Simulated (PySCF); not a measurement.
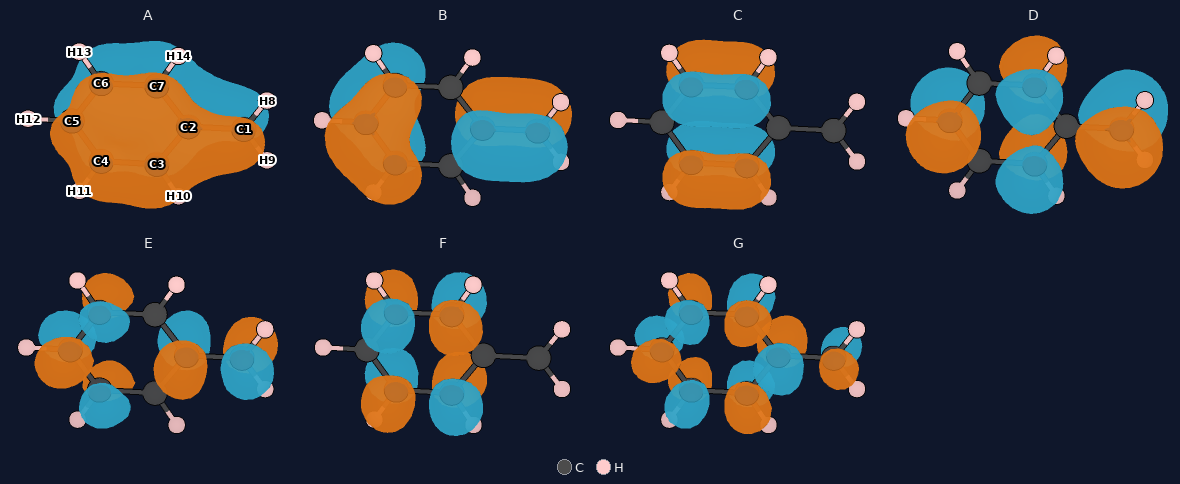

*C7H7, charge −1, SMILES `[CH2-]c1ccccc1`. Natural orbitals of the π active space, CASSCF(8,7), singlet state, in order of falling occupation.*

Method: def2-SVP basis; geometry: GFN2-xTB; program: PySCF. No frequency check shows the geometry to be a minimum. The basis has no diffuse functions, which an anion needs.

Coordinates in Å:

```
C1      -2.3855    0.0001    0.0000
C2      -1.0228   -0.0001    0.0000
C3      -0.2427    1.2072    0.0000
C4       1.1238    1.1952    0.0000
C5       1.8457    0.0000    0.0000
C6       1.1237   -1.1953    0.0000
C7      -0.2428   -1.2072    0.0000
H8      -2.9570   -0.9181    0.0000
H9      -2.9570    0.9183    0.0000
H10     -0.7744    2.1561    0.0000
H11      1.6677    2.1406    0.0000
H12      2.9312   -0.0001    0.0000
H13      1.6676   -2.1408    0.0000
H14     -0.7746   -2.1561    0.0000
```

Q: What are the natural occupation numbers?

A: A 1.97, B 1.97, C 1.94, D 1.93, E 0.08, F 0.08, G 0.04.

Q: How multiconfigurational is the state?

A: The leading determinant weighs 0.91; the effective number of unpaired electrons, Σ n²(2−n)², is 0.09; the most occupied of the weakly occupied orbitals holds 0.08 e, as in an ordinary closed-shell π system. The active space lowers the energy by 1.82 eV against Hartree–Fock.

Q: Where does the lowest triplet lie relative to the singlet, at this geometry and within this active space?

A: 2.58 eV above it by strongly contracted NEVPT2 (+2.59 eV by CASSCF); a small basis tends to put such gaps a few tenths of an eV too high. This is a vertical energy for π states alone; a state that uses lone pairs or σ orbitals may lie lower.

The PySCF run took 94 s on 1 thread of Arm Neoverse V2 (shared host), peak memory 0.47 GiB.
